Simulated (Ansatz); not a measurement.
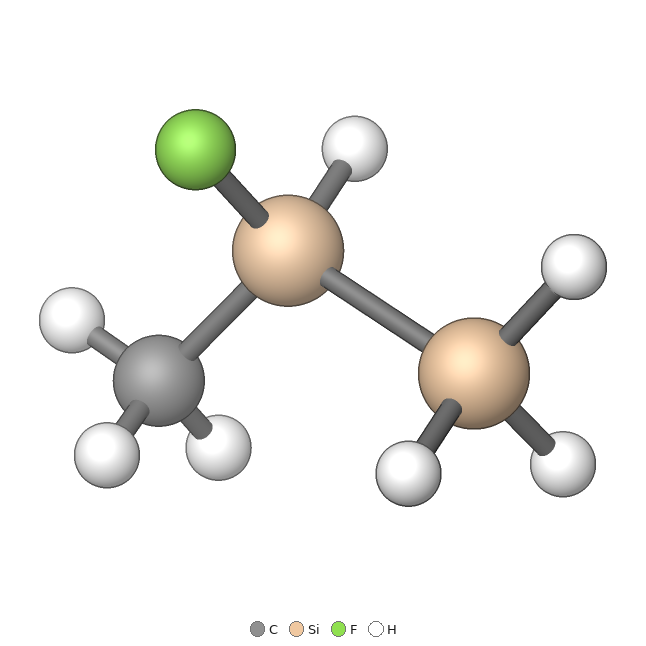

**Give the formula.**

CH7FSi2, 11 atoms: 1 carbon, 7 hydrogen, 1 fluorine and 2 silicon.

**Name functional groups in it.**

Among them: Si–H bond.

**Give a SMILES string for it.**

C[Si@@H](F)[SiH3]

**Which point group does it belong to?**

C1.

**Does it have rings?**

It has no ring.

More results for the same structure follow; atom numbers are the same in all pictures, views and colours differ. The geometry was computed by an optimisation with PBE0-D4/def2-TZVP.

**Thermal motion**

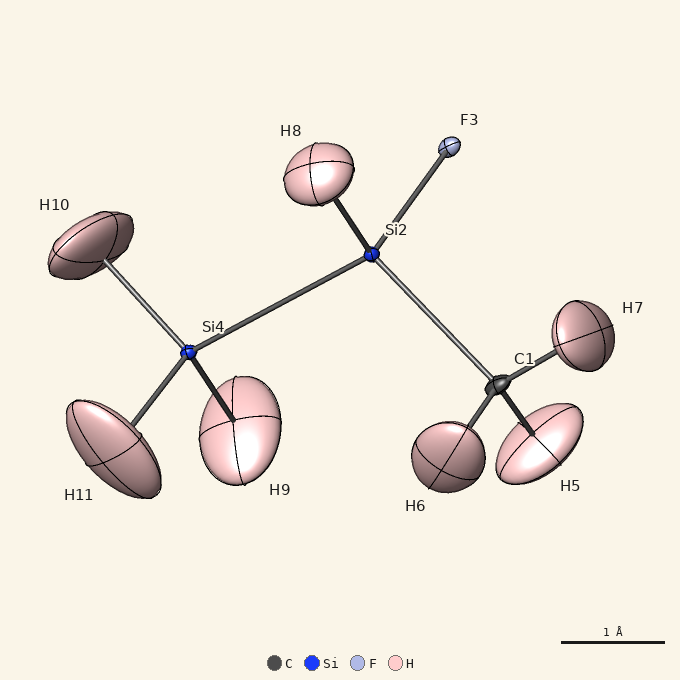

Displacement ellipsoids at the 50 % level, enlarged 1.5 times, from the internal vibrations of the free molecule (harmonic, no overall translation or rotation; no half-axis is drawn under 0.075 Å). Vibrations computed with RKS PBE0-D4/def2-TZVP (Ansatz 0.2.0). Temperature: 0 K (zero-point motion alone).

**Which atom moves most?**

H9, with U_eq = 0.0374 Å².

**Does H9 move more along its bond or across it?**

Across it: the root-mean-square amplitude is 0.086 Å along the bond and up to 0.268 Å across, since bending and torsion are softer than stretching.

Give the displacement parameters, one line for each set of equivalent atoms.

```csv
atom,U_eq (Å²),rms amplitudes (Å)
C1,0.0023,"0.033, 0.044, 0.063"
Si2,0.0010,"0.028, 0.031, 0.037"
F3,0.0017,"0.027, 0.039, 0.054"
Si4,0.00075,"0.015, 0.028, 0.035"
H5,0.0261,"0.078, 0.155, 0.220"
H6,0.0264,"0.083, 0.153, 0.221"
H7,0.0257,"0.092, 0.152, 0.214"
H8,0.0180,"0.092, 0.145, 0.157"
H9,0.0374,"0.086, 0.181, 0.268"
H10,0.0369,"0.090, 0.178, 0.266"
H11,0.0371,"0.089, 0.178, 0.268"
```

**Charges**

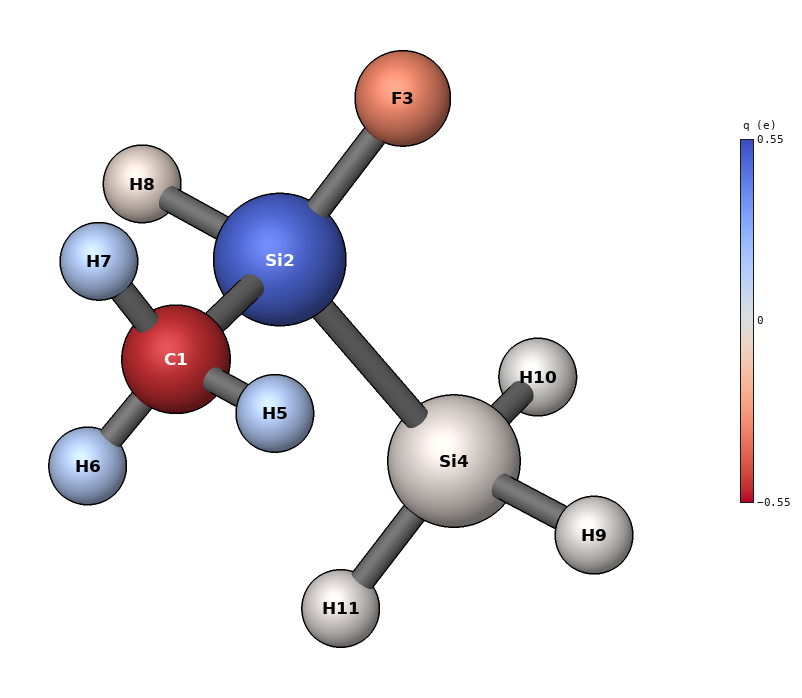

Atoms are coloured by their Mulliken charges. Level of theory: RKS PBE0-D4/def2-TZVP (Ansatz 0.2.0).

**Which atom carries the highest charge (most positive or least negative)?**

Si2 (0.48 e).

**And the lowest?**

C1 (−0.50 e).

Give the Mulliken charges atom by atom.

| atom | value (e) |
| --- | --- |
| C1 | −0.50 |
| Si2 | 0.48 |
| F3 | −0.32 |
| Si4 | −0.02 |
| H5 | 0.15 |
| H6 | 0.14 |
| H7 | 0.15 |
| H8 | −0.05 |
| H9 | −0.01 |
| H10 | −0.01 |
| H11 | −0.01 |

**Levels of theory compared**

Program: Ansatz 0.2.0.

Compare HOMO energy (eV) at these levels: B97M-V/def2-TZVPP; CAM-B3LYP-D4/def2-TZVPP; HSE06 (plane-wave form)-D4/def2-TZVPP; revPBE-D4/def2-TZVPP; ωB97M-V/def2-QZVPP; ωB97M-V/def2-SVP; ωB97M-V/def2-TZVPP.

```
                                level  HOMO energy (eV)
                    B97M-V/def2-TZVPP             −7.27
              CAM-B3LYP-D4/def2-TZVPP             −9.39
HSE06 (plane-wave form)-D4/def2-TZVPP             −7.68
                 revPBE-D4/def2-TZVPP             −6.85
                   ωB97M-V/def2-QZVPP            −10.14
                     ωB97M-V/def2-SVP            −10.09
                   ωB97M-V/def2-TZVPP            −10.13
```

Mulliken values depend strongly on the basis set and can even reverse the polarity of a bond.
